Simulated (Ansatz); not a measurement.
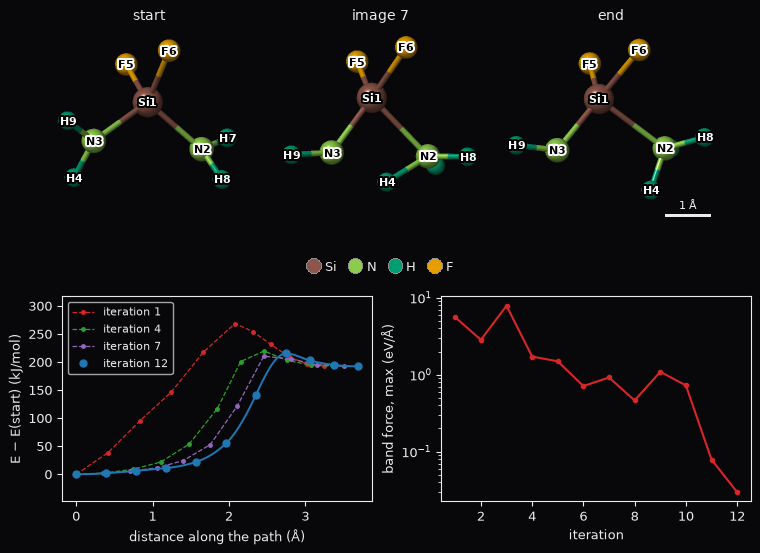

NEB run on SiN$_{2}$H$_{4}$F$_{2}$. Images are numbered from 0 (start) to 10 (end). The plot follows the band through its iterations. Style: ball-and-stick. Shown at a tilt.

All numbers below come from RKS PBE0-D4/def2-SVP in Ansatz 0.2.0. Run with 9 movable images; climbing image; force threshold 0.03 eV/Å; iteration limit 60; starting path through a guess of the saddle point.

> How did the profile develop, and is the result final?

The result is final at these settings. The band converged in 12 iterations. The largest component of the band force went from 5.6 to 0.03 eV/Å. The climbing image converged on the top of the path. Its vibrational analysis gives one imaginary mode (1154i cm⁻¹), as a transition state must have. The first iteration put the highest image at 268.7 kJ/mol. The energy climbs by 215.4 kJ/mol to image 7 and then falls by 23.0 kJ/mol, so the end point sits at +192.5 kJ/mol.

Cost: 3.2 min on 2 threads of Intel(R) Xeon(R) Platinum 8375C CPU @ 2.90GHz (Ice Lake), on a shared host, peak memory 0.21 GiB.
